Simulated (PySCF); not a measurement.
System: C5H7 (SMILES C1=CCC[CH+]1) (charge +1).

The calculation's input:

```
{"job": {"kind": "nmr", "xc": "PBE0", "basis": "pcSseg-1", "pop": false}, "charge": 1, "multiplicity": 1}
C      0.255000     1.502500     0.066600
C     -1.110600     1.302100     0.192000
C     -1.451100    -0.055800     0.566000
C     -0.107500    -0.758100     0.549200
C      0.884300     0.271500     0.226000
H      0.807200     2.390400    -0.254500
H     -1.800300     2.073800    -0.064100
H     -2.232600    -0.422700    -0.126200
H     -2.011900    -0.005100     1.510400
H     -0.057300    -1.623100    -0.115800
H      0.020800    -1.194400     1.560700
H      1.913400     0.127800     0.113800
```

Run with:

```sh
OMP_NUM_THREADS=1 python probes_run.py task.json out
```

Geometry: GFN2-xTB, MD frame at 250 fs, 200 K.

Level of theory: PBE0/pcSseg-1, SCF density, gas phase, non-relativistic in PySCF 2.14.0.

**Predict the electron density and electron localisation function between the atoms.**

C–C (1.39 Å): ρ is about 2.1 e/Å³ halfway; the ELF peaks at about 0.95 between the atoms (localised, covalent bonding).
C–H (1.05 Å): ρ is about 2.3 e/Å³ halfway; the ELF climbs to about 1 towards the hydrogen, as it does in any bond to H: a covalent bond by its length.
C–C (1.45 Å): ρ at the midpoint is about 1.9 e/Å³; the ELF peaks at about 0.95 between the atoms, as expected for a covalent bond.
C–C (1.52 Å): ρ at the midpoint is about 1.7 e/Å³; the ELF peaks at about 0.95 between the atoms: a shared electron pair.

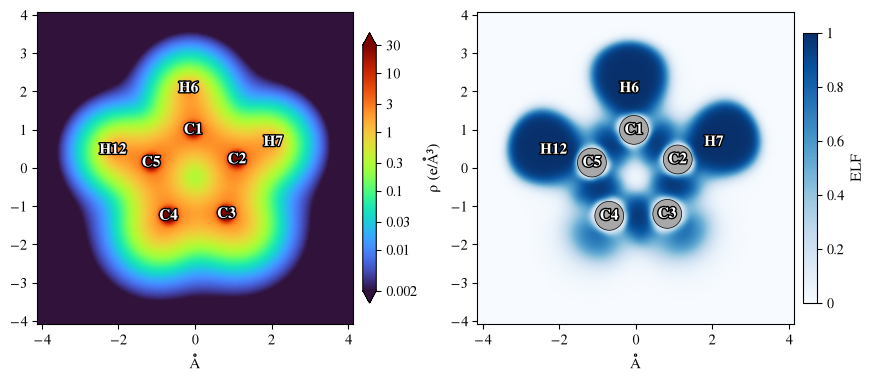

Computed electron density and electron localisation function on the plane of atoms C2, C3 and C4, in this order. Grey discs cover the atomic cores in the ELF map. 
